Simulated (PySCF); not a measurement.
# CH3BClFO (SMILES BC(O)(F)Cl) at 5 levels

Wanted: a comparison of 5 runs (HF/6-31+G*, B3LYP/6-31G*, PBE0/6-31G*, BLYP/def2-SVP, PBE0/def2-SVP) of CH3BClFO. 

Program for the calculation: PySCF 2.14.0.

**1. The structure to begin with**

CH3BClFO: 8 atoms, total charge 0, spin state singlet. As SMILES, `BC(O)(F)Cl`. Geometry: relaxed at PBE0-D4/def2-TZVP. This is one conformer, not always the lowest.

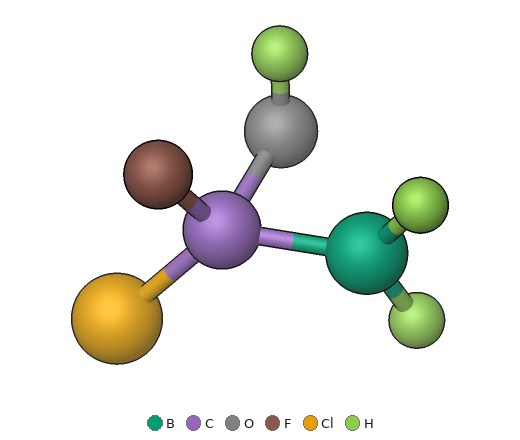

Viewed from a chosen angle; boron teal, carbon purple, oxygen grey, fluorine brown, chlorine amber, hydrogen green.

**2. Energy and gradient at HF/6-31+G(d) (spherical functions) (run 1)**

The input, start.xyz:

```xyz
8
CH3BClFO
B     -0.496700     0.835900     0.196700
C      0.656000    -0.125700    -0.169000
O     -0.573100    -0.892300    -0.337200
F      1.403700    -0.711800     0.783800
Cl     1.548100    -0.091800    -1.664700
H     -0.796500     0.892200     1.348900
H     -0.991600     1.504400    -0.650000
H     -0.657600    -1.468100     0.435900
```

The input, input.py:

```python
from pyscf import gto, scf

system = gto.M(
    atom='start.xyz',
    basis='6-31+g*',
    verbose=4,
    charge=0,
    max_memory=1860,
    spin=0,
)

calc0 = scf.RHF(system)
calc0.conv_tol = 1e-10
calc0.kernel()
if not calc0.converged:
    calc0 = calc0.newton().run(calc0.mo_coeff, calc0.mo_occ)

energy = calc0.e_tot
print('E(%s) = %.9f' % ('HF', energy))
grad = calc0.nuc_grad_method().kernel()
calc0.analyze()
```

Command:

```
$ OMP_NUM_THREADS=1 python input.py
```

The program printed:

```text
PySCF version 2.14.0

[... 85 lines left out ...]
DFT Exchange-Correlation Energy =      -56.030456968825604
[... 11 lines left out ...]
MO #10  energy= -1.67559541340769  occ= 2
[... 9 lines left out ...]
MO #20  energy= -0.573032957188237 occ= 2
[... 9 lines left out ...]
MO #30  energy= 0.125639546082687  occ= 0
[... 9 lines left out ...]
MO #40  energy= 0.286203378147228  occ= 0
[... 9 lines left out ...]
MO #50  energy= 0.501355820214641  occ= 0
[... 9 lines left out ...]
MO #60  energy= 0.92284815969545   occ= 0
[... 9 lines left out ...]
MO #70  energy= 1.3318072298485    occ= 0
[... 9 lines left out ...]
MO #80  energy= 1.91961501263489   occ= 0
[... 9 lines left out ...]
MO #90  energy= 2.33903907233164   occ= 0
[... 9 lines left out ...]
MO #100 energy= 3.56952058225907   occ= 0
[... 72 lines left out ...]
pop of  3 F 3dxz          0.00286
pop of  3 F 3dx2-y2       0.00109
pop of  4 Cl 1s           2.00000
pop of  4 Cl 2s           1.99998
pop of  4 Cl 3s           1.86333
pop of  4 Cl 4s           0.00515
pop of  4 Cl 5s           0.00056
pop of  4 Cl 2px          1.99999
pop of  4 Cl 2py          2.00000
pop of  4 Cl 2pz          1.99999
pop of  4 Cl 3px          1.76302
pop of  4 Cl 3py          1.97044
pop of  4 Cl 3pz          1.42595
pop of  4 Cl 4px          0.00333
pop of  4 Cl 4py          0.00327
pop of  4 Cl 4pz          0.00708
pop of  4 Cl 5px          0.00076
pop of  4 Cl 5py          0.00065
pop of  4 Cl 5pz          0.00072
pop of  4 Cl 3dxy         0.00036
pop of  4 Cl 3dyz         0.00090
pop of  4 Cl 3dz^2        0.00521
pop of  4 Cl 3dxz         0.00773
pop of  4 Cl 3dx2-y2      0.00088
pop of  5 H 1s            1.00394
pop of  5 H 2s            0.00375
pop of  6 H 1s            0.99140
pop of  6 H 2s            0.00433
pop of  7 H 1s            0.61480
pop of  7 H 2s            0.01778
 ** Mulliken atomic charges  **
charge of    0B =      0.02670
charge of    1C =      0.44646
charge of    2O =     -0.45616
charge of    3F =     -0.32170
charge of    4Cl =     -0.05929
charge of    5H =     -0.00769
charge of    6H =      0.00427
charge of    7H =      0.36741
Dipole moment(X, Y, Z, Debye): -0.92802, -0.66408,  1.22670
```

Wall time 17 s (1 thread of Intel Xeon at 2.70GHz, shared host); peak memory 0.21 GiB.

**3. Energy and forces at B3LYP/6-31G(d) (spherical functions) (run 2)**

The input, input.py:

```python
import pyscf.grad
from pyscf import gto, dft

molecule = gto.M(
    atom='''
B   -0.496700   0.835900   0.196700
C    0.656000  -0.125700  -0.169000
O   -0.573100  -0.892300  -0.337200
F    1.403700  -0.711800   0.783800
Cl   1.548100  -0.091800  -1.664700
H   -0.796500   0.892200   1.348900
H   -0.991600   1.504400  -0.650000
H   -0.657600  -1.468100   0.435900
''',
    verbose=4,
    charge=0,
    basis='6-31g*',
    max_memory=1860,
)

ks = dft.RKS(molecule, xc='b3lyp')
ks.grids.level = 5
ks.conv_tol = 1e-10
ks.kernel()
if not ks.converged:
    ks = ks.newton().run(ks.mo_coeff, ks.mo_occ)

energy = ks.e_tot
print('E = %.10f Eh' % energy)
grad = ks.Gradients().kernel()
dip = ks.dip_moment()
pop, q = ks.mulliken_pop()
```

Command:

```
$ OMP_NUM_THREADS=1 python input.py
```

The program printed:

```text
PySCF version 2.14.0

[... 78 lines left out ...]
converged SCF energy = -699.971726778604
[... 13 lines left out ...]
Dipole moment(X, Y, Z, Debye): -0.73350, -1.29575,  1.23894
[... 50 lines left out ...]
pop of  3 F 3py           0.69269
pop of  3 F 3pz           0.63219
pop of  3 F 3dxy          0.00305
pop of  3 F 3dyz          0.00354
pop of  3 F 3dz^2         0.00417
pop of  3 F 3dxz          0.00493
pop of  3 F 3dx2-y2       0.00209
pop of  4 Cl 1s           1.99969
pop of  4 Cl 2s           1.99660
pop of  4 Cl 3s           1.42115
pop of  4 Cl 4s           0.51521
pop of  4 Cl 2px          1.99113
pop of  4 Cl 2py          1.99242
pop of  4 Cl 2pz          1.98928
pop of  4 Cl 3px          1.22710
pop of  4 Cl 3py          1.32986
pop of  4 Cl 3pz          1.06544
pop of  4 Cl 4px          0.49914
pop of  4 Cl 4py          0.62536
pop of  4 Cl 4pz          0.31555
pop of  4 Cl 3dxy         0.00170
pop of  4 Cl 3dyz         0.00384
pop of  4 Cl 3dz^2        0.00939
pop of  4 Cl 3dxz         0.01246
pop of  4 Cl 3dx2-y2      0.00161
pop of  5 H 1s            0.52293
pop of  5 H 2s            0.49129
pop of  6 H 1s            0.52311
pop of  6 H 2s            0.47569
pop of  7 H 1s            0.46066
pop of  7 H 2s            0.09710
 ** Mulliken atomic charges  **
charge of    0B =      0.04406
charge of    1C =      0.39670
charge of    2O =     -0.57478
charge of    3F =     -0.29826
charge of    4Cl =      0.00307
charge of    5H =     -0.01422
charge of    6H =      0.00120
charge of    7H =      0.44224
```

Wall time 34 s (1 thread of Intel Xeon at 2.70GHz, shared host); peak memory 0.79 GiB.

Runs 3 to 4 aren't shown in full; the table further down has their settings and results.

**4. Energy and gradient at PBE0/def2-SVP (run 5)**

The input, calc.py:

```python
import pyscf.grad
from pyscf import gto, dft

mol = gto.M(
    atom='''
B     -0.496700     0.835900     0.196700
C      0.656000    -0.125700    -0.169000
O     -0.573100    -0.892300    -0.337200
F      1.403700    -0.711800     0.783800
Cl     1.548100    -0.091800    -1.664700
H     -0.796500     0.892200     1.348900
H     -0.991600     1.504400    -0.650000
H     -0.657600    -1.468100     0.435900
''',
    basis='def2-svp',
    max_memory=1860,
    verbose=3,
)

myscf = dft.RKS(mol)
myscf.xc = 'pbe0'
myscf.grids.level = 5
myscf.conv_tol = 1e-10
myscf.kernel()
if not myscf.converged:
    myscf = myscf.newton().run(myscf.mo_coeff, myscf.mo_occ)

e_final = myscf.e_tot
print('E = %.10f Eh' % e_final)
grad = myscf.Gradients().kernel()
myscf.analyze()
```

Command:

```
$ OMP_NUM_THREADS=1 python calc.py
```

The program printed:

```text
converged SCF energy = -699.253591737846
[... 10 lines left out ...]
MO #1   energy= -101.691609508028  occ= 2
[... 7 lines left out ...]
MO #9   energy= -6.80211450083162  occ= 2
[... 7 lines left out ...]
MO #17  energy= -0.486782471385579 occ= 2
[... 7 lines left out ...]
MO #25  energy= -0.000802953304298359 occ= 0
[... 7 lines left out ...]
MO #33  energy= 0.262556019012568  occ= 0
[... 7 lines left out ...]
MO #41  energy= 0.630421455751662  occ= 0
[... 7 lines left out ...]
MO #49  energy= 0.842163201070584  occ= 0
[... 7 lines left out ...]
MO #57  energy= 1.21018653424515   occ= 0
[... 7 lines left out ...]
MO #65  energy= 1.55969574767625   occ= 0
[... 7 lines left out ...]
MO #73  energy= 2.01358439103322   occ= 0
[... 7 lines left out ...]
MO #81  energy= 2.92544925214209   occ= 0
[... 7 lines left out ...]
MO #89  energy= 3.80446793691916   occ= 0
[... 9 lines left out ...]
Dipole moment(X, Y, Z, Debye): -0.67394, -1.28037,  1.03171
```

Run time: 48 s. Hardware: 1 thread of Intel Xeon at 2.70GHz, shared host; peak memory 0.87 GiB.

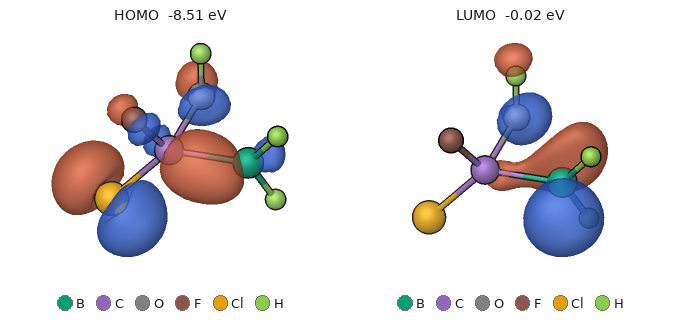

Frontier orbitals of this run, surfaces at ±0.2 Å^-3/2.

**5. Overview of the runs**

| run | level | integration grid | energy (Eh) | dipole moment (D) | HOMO energy (eV) | LUMO energy (eV) | wall time |
| --- | --- | --- | --- | --- | --- | --- | --- |
| 1 | HF/6-31+G* (spherical functions) | – | -698.033650 | 1.68 | -12.13 | 1.46 | 17 s |
| 2 | B3LYP/6-31G* (spherical functions) | 5 | -699.971727 | 1.94 | -8.18 | 0.05 | 34 s |
| 3 | PBE0/6-31G* (spherical functions) | 5 | -699.551507 | 1.97 | -8.46 | 0.27 | 38 s |
| 4 | BLYP/def2-SVP | 5 | -699.597048 | 1.78 | -6.82 | -0.86 | 44 s |
| 5 | PBE0/def2-SVP | 5 | -699.253592 | 1.78 | -8.51 | -0.02 | 48 s |

**6. What came out**

| quantity | value |
| --- | --- |
| run 5: total energy | -699.25359 Eh |
| run 5: dipole moment | 1.78 D |
| run 5: HOMO energy | -8.51 eV |
| run 5: LUMO energy | -0.02 eV |
| run 5: HOMO–LUMO gap | 8.49 eV |
| run 5: largest force on an atom | 0.327 eV/Å |

What this shows: The dipole moment (its size) runs from 1.68 D (HF/6-31+G*) to 1.97 D (PBE0/6-31G*). The two ends differ in method and basis. The HOMO–LUMO gap runs from 5.96 eV (BLYP/def2-SVP) to 13.59 eV (HF/6-31+G*). Totals of different functionals can't be ranked against each other. All runs together took 3 min, the longest 48 s.
